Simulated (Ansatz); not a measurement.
Base system: MoS$_{2}$ in the 3R-MoS2 type structure (space group R3m, No. 160; layered, stacked along the Cartesian z axis).

```yaml
crystal:
  lattice:
    - [1.55780, 0.89940, 5.78545]
    - [-1.55780, 0.89940, 5.78545]
    - [0.00000, -1.79879, 5.78545]
  atoms:
    - { symbol: Mo, position: [0.00004, 0.00004, 0.00004] }
    - { symbol: S, position: [0.75647, 0.75647, 0.75647] }
    - { symbol: S, position: [0.57679, 0.57679, 0.57679] }
```

Cartesian axes are those of the cell as printed.

Structures relaxed with plane-wave PAW DFT at the PBEsol-D3(BJ) level (Ansatz, a first-principles code, 420 eV), no spin-orbit coupling.

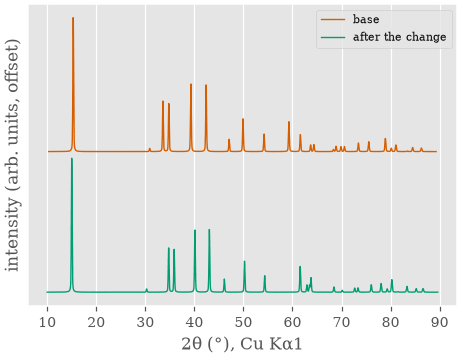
*Simulated powder patterns before (top) and after one change*

**Question.** Name the change that was made.
(A) isotropic strain −4.11 %
(B) biaxial strain −3.39 %, plane normal [001], relaxed out of plane
(C) biaxial strain −4.68 %, plane normal [001], relaxed out of plane
(D) isotropic strain +4.45 %

**Answer.** B, biaxial strain −3.39 %, plane normal [001], relaxed out of plane. Its volume per atom is 15.43 Å³ against 16.21 Å³, and its space group is R3m (No. 160).

No phonon test of stability was made. All final runs are without spin polarisation.
